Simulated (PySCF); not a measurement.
## What a change does: NMR shielding calculation on C13H12

System: C13H12.
Method of run A: GIAO PBE/pcSseg-1 NMR shielding, non-relativistic, gas phase (PySCF 2.14.0).

The geometry comes from this level: PBE0-D3(BJ)/def2-SVP. Text and figures count atoms from 1; the logs count them from 0 in places.

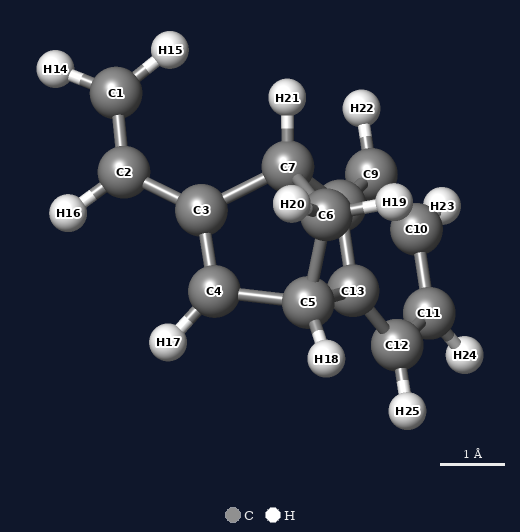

**Figure 1.** The input geometry (ball-and-stick view, seen at a tilt; atoms are numbered from 1 in the order of the input).

### Input file, run A
```
{"job": {"kind": "nmr", "xc": "PBE", "basis": "pcSseg-1", "pop": false}, "charge": 0, "multiplicity": 1}
C     -3.003385     0.902384     0.832960
C     -2.704310     0.231578    -0.289782
C     -1.696519    -0.799610    -0.410278
C     -1.274046    -1.416173    -1.534151
C     -0.104569    -2.320352    -1.162341
C     -0.584203    -2.762997     0.240146
C     -0.800288    -1.311334     0.726208
C      0.588771    -0.754414     0.439845
C      1.374047     0.188352     1.077090
C      2.624155     0.499392     0.517476
C      3.056950    -0.123742    -0.649306
C      2.254515    -1.078059    -1.296164
C      1.026463    -1.384579    -0.739437
H     -3.770916     1.679402     0.841520
H     -2.486447     0.706580     1.776344
H     -3.245965     0.471466    -1.212143
H     -1.621481    -1.228230    -2.551336
H      0.162538    -3.099864    -1.886873
H      0.188919    -3.298054     0.812772
H     -1.515818    -3.347215     0.208997
H     -1.179057    -1.166862     1.745170
H      1.037630     0.680438     1.993635
H      3.264464     1.239032     1.004309
H      4.033723     0.131907    -1.067337
H      2.600425    -1.564745    -2.211775
```

The first line tells a small driver script what to run in PySCF; the rest is the geometry in Å.

Launched with:
```bash
OMP_NUM_THREADS=2 python <driver script> task.json out
```

Hardware: 2 CPU threads, shared host.

### Output, shortened to warnings, some set-up lines, iterations and results (run A)
```
coarse grid: 21560 points
[...]
cycle   1  E = -501.6053640860  dE =  1.745e+00  |g| = 6.582e-01  |ddm| = 5.124e+00
cycle   2  E = -501.4844193923  dE =  1.209e-01  |g| = 9.459e-01  |ddm| = 1.976e+00
cycle   3  E = -501.7275521565  dE = -2.431e-01  |g| = 1.462e-01  |ddm| = 1.428e+00
cycle   4  E = -501.7310321734  dE = -3.480e-03  |g| = 8.430e-02  |ddm| = 2.671e-01
cycle   5  E = -501.7328924803  dE = -1.860e-03  |g| = 1.757e-02  |ddm| = 9.510e-02
[... 6 lines ...]
cycle  12  E = -501.8421677456  dE = -1.909e-05  |g| = 1.278e-03  |ddm| = 9.277e-03
cycle  13  E = -501.8421680900  dE = -3.444e-07  |g| = 6.694e-04  |ddm| = 1.918e-03
cycle  14  E = -501.8421682079  dE = -1.179e-07  |g| = 1.164e-04  |ddm| = 7.135e-04
cycle  15  E = -501.8421682111  dE = -3.184e-09  |g| = 4.888e-05  |ddm| = 1.691e-04
cycle  16  E = -501.8421682116  dE = -5.286e-10  |g| = 2.217e-05  |ddm| = 6.874e-05
converged SCF energy = -501.8421682116

GIAO shielding tensors (ppm)
atom      isotropic    diamagn.    paramagn.     s11        s22        s33       span
  0 C       62.998     256.195    -193.197    -32.467     62.597    158.864    191.331
  1 C       41.760     248.622    -206.862    -67.949     45.212    148.018    215.967
  2 C       16.679     256.759    -240.080    -90.648     10.481    130.204    220.852
  3 C       31.478     249.429    -217.952    -74.376     36.815    131.994    206.370
  4 C      122.604     249.489    -126.885    117.619    119.401    130.792     13.173
  5 C      106.890     251.439    -144.549     88.926    108.900    122.845     33.919
  6 C      125.596     234.125    -108.529    116.910    121.704    138.174     21.264
  7 C       25.539     256.025    -230.486    -60.162    -14.411    151.189    211.351
  8 C       55.141     249.615    -194.474    -40.855     42.842    163.437    204.292
  9 C       52.358     253.435    -201.077    -48.073     38.740    166.406    214.479
 10 C       52.257     253.160    -200.902    -48.890     38.859    166.803    215.692
 11 C       55.866     248.080    -192.214    -38.759     43.603    162.755    201.514
 12 C       25.516     259.683    -234.167    -61.094     -9.815    147.457    208.551
 13 H       25.960      27.429      -1.469     24.247     25.003     28.630      4.383
 14 H       25.652      33.712      -8.060     22.647     24.358     29.952      7.304
 15 H       24.617      29.367      -4.750     22.089     23.839     27.922      5.833
 16 H       24.617      33.169      -8.551     22.932     24.122     26.798      3.866
 17 H       27.583      33.416      -5.832     23.890     26.151     32.709      8.819
 18 H       28.964      30.559      -1.595     25.499     26.661     34.731      9.232
 19 H       28.936      30.764      -1.828     24.821     26.854     35.132     10.311
 20 H       27.396      32.258      -4.862     24.675     25.584     31.928      7.253
 21 H       23.885      33.221      -9.335     20.190     23.576     27.890      7.701
 22 H       24.237      30.045      -5.808     20.841     25.189     26.680      5.839
 23 H       24.211      28.719      -4.508     20.839     25.289     26.506      5.667
 24 H       24.007      31.172      -7.165     20.372     23.919     27.729      7.357
```

The input of run B differs as follows (lines with − go, lines with + come):
```diff
-"xc": "PBE"
+"xc": "PBE0"
-"pop": false
```

Predict how the results change.

The total energies belong to different methods, so their difference says nothing on which is more stable or more accurate. The HOMO goes from −5.28 to −6.20 eV. The LUMO goes from −1.91 to −1.02 eV. Of all shieldings, the largest change is that of C5, by +7.5 ppm. The functional changes from PBE to PBE0. Exact exchange removes part of the self-interaction error of semilocal functionals, which pushes filled and empty levels apart. The SCF takes 14 iterations against 16.

### Output (run B)
```
coarse grid: 21560 points
cycle   1  E = -501.7570004885  dE =  2.314e+00  |g| = 4.292e-01  |ddm| = 5.009e+00
cycle   2  E = -501.7625265315  dE = -5.526e-03  |g| = 4.295e-01  |ddm| = 1.188e+00
cycle   3  E = -501.8115050405  dE = -4.898e-02  |g| = 5.389e-02  |ddm| = 5.949e-01
cycle   4  E = -501.8116168784  dE = -1.118e-04  |g| = 4.764e-02  |ddm| = 1.148e-01
cycle   5  E = -501.8121720199  dE = -5.551e-04  |g| = 1.001e-02  |ddm| = 5.811e-02
cycle   6  E = -501.8121963921  dE = -2.437e-05  |g| = 3.233e-03  |ddm| = 1.346e-02
cycle   7  E = -501.8121989818  dE = -2.590e-06  |g| = 7.714e-04  |ddm| = 3.883e-03
final grid: 210168 points
cycle   8  E = -501.8911416451  dE = -5.866e-05  |g| = 8.673e-03  |ddm| = 7.970e-02
cycle   9  E = -501.8911376957  dE =  3.949e-06  |g| = 9.709e-03  |ddm| = 2.398e-02
cycle  10  E = -501.8911619240  dE = -2.423e-05  |g| = 1.596e-03  |ddm| = 1.355e-02
cycle  11  E = -501.8911625374  dE = -6.134e-07  |g| = 4.195e-04  |ddm| = 2.169e-03
cycle  12  E = -501.8911625815  dE = -4.409e-08  |g| = 1.215e-04  |ddm| = 5.333e-04
cycle  13  E = -501.8911625848  dE = -3.254e-09  |g| = 4.380e-05  |ddm| = 1.765e-04
cycle  14  E = -501.8911625852  dE = -4.129e-10  |g| = 1.952e-05  |ddm| = 6.365e-05
converged SCF energy = -501.8911625852

GIAO shielding tensors (ppm)
atom      isotropic    diamagn.    paramagn.     s11        s22        s33       span
  0 C       64.714     256.318    -191.604    -37.956     68.455    163.643    201.599
  1 C       44.590     249.252    -204.662    -71.136     50.690    154.216    225.352
  2 C       19.303     257.252    -237.948    -97.201     18.267    136.844    234.046
  3 C       33.228     250.220    -216.992    -80.552     42.025    138.210    218.762
  4 C      130.056     249.381    -119.324    125.063    127.632    137.473     12.410
  5 C      113.096     251.501    -138.405     96.402    116.157    126.730     30.327
  6 C      132.553     232.572    -100.018    124.707    128.955    143.997     19.291
  7 C       27.244     256.412    -229.168    -63.182    -12.767    157.680    220.862
  8 C       57.140     249.246    -192.105    -42.745     44.345    169.821    212.567
  9 C       54.406     254.126    -199.720    -49.820     40.344    172.693    222.513
 10 C       54.275     254.052    -199.778    -50.573     40.352    173.045    223.618
 11 C       57.878     248.716    -190.838    -40.661     45.018    169.277    209.938
 12 C       27.033     260.376    -233.343    -64.315     -8.815    154.231    218.546
 13 H       25.945      27.452      -1.507     24.073     24.822     28.941      4.867
 14 H       25.656      33.163      -7.507     22.572     24.222     30.175      7.603
 15 H       24.660      29.232      -4.572     21.906     24.053     28.021      6.115
 16 H       24.554      32.959      -8.405     22.841     23.952     26.868      4.027
 17 H       27.666      33.890      -6.225     23.618     26.013     33.366      9.748
 18 H       29.125      30.795      -1.670     25.624     26.574     35.178      9.554
 19 H       29.084      31.328      -2.243     24.847     26.752     35.654     10.808
 20 H       27.492      31.806      -4.314     24.553     25.406     32.516      7.963
 21 H       23.833      32.727      -8.894     19.880     23.702     27.917      8.037
 22 H       24.202      29.929      -5.727     20.563     25.393     26.650      6.087
 23 H       24.178      28.718      -4.539     20.559     25.508     26.467      5.908
 24 H       23.942      31.116      -7.173     20.040     24.037     27.751      7.711
```

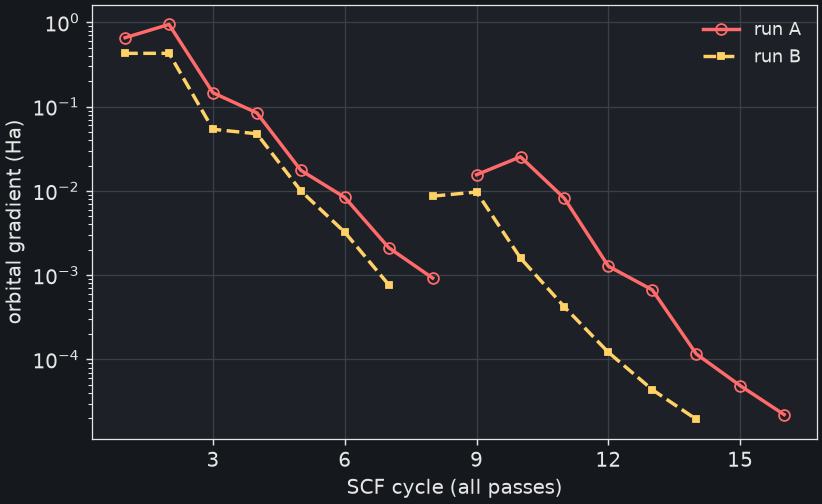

**Figure 2.** Convergence of the two runs: orbital gradient against the SCF cycle. A break in a curve parts two SCF passes (coarse and final grid). Run A takes 16 cycles in all, and run B takes 14.

### The two runs side by side

| quantity | run A | run B |
| --- | --- | --- |
| outcome | converged | converged |
| total energy (hartree) | −501.842168 | −501.891163 |
| HOMO (eV) | −5.28 | −6.20 |
| LUMO (eV) | −1.91 | −1.02 |
| dipole moment (D) | 0.47 | 0.47 |
| shielding of C2 (ppm) | 41.8 | 44.6 |
| shielding of C3 (ppm) | 16.7 | 19.3 |
| shielding of C5 (ppm) | 122.6 | 130.1 |
| shielding of C6 (ppm) | 106.9 | 113.1 |
| shielding of C7 (ppm) | 125.6 | 132.6 |
| shielding of C10 (ppm) | 52.4 | 54.4 |
| shielding of C11 (ppm) | 52.3 | 54.3 |
| SCF iterations | 16 | 14 |
| basis functions | 281 | 281 |
| wall time (shared host) | 36 s | 26 s |
